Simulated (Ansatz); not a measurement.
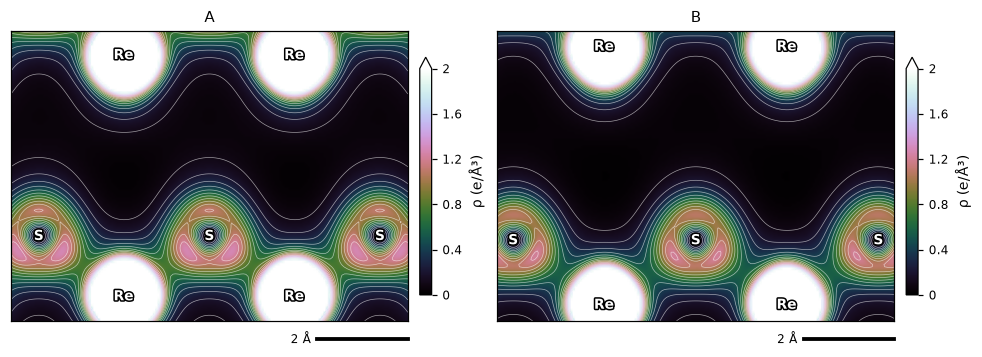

ReS. The valence charge density (pseudo) of two cells that differ in size, on the (011̄) plane of each (indices in the axes of the calculation cell), at one length scale and on one colour scale: B has 23.3 Å³ an atom and A 19.0.

Theory: Ansatz 0.2.0, DFT PBE, scalar-relativistic, plane waves, PAW.

The density is the valence pseudo-density of a PAW calculation; it isn't the true density close to the nuclei.

The larger cell:

```
Re S
1.0
     0.00000    2.85772    2.85772
     2.85772    0.00000    2.85772
     2.85772    2.85772    0.00000
Re S
1 1
Direct
  0.00000 0.00000 0.00000
  0.25000 0.25000 0.25000
```

The smaller cell: a = 3.776 Å, b = 3.776 Å, c = 3.776 Å, α = 60.00°, β = 60.00°, γ = 60.00°.

What does the compression do to the bonding and the properties?

From the larger cell to the smaller, Re–S goes from 2.47 to 2.31 Å, and the density at its midpoint from 0.56 to 0.76 e/Å³; the pressure goes from −25 to −9 GPa.
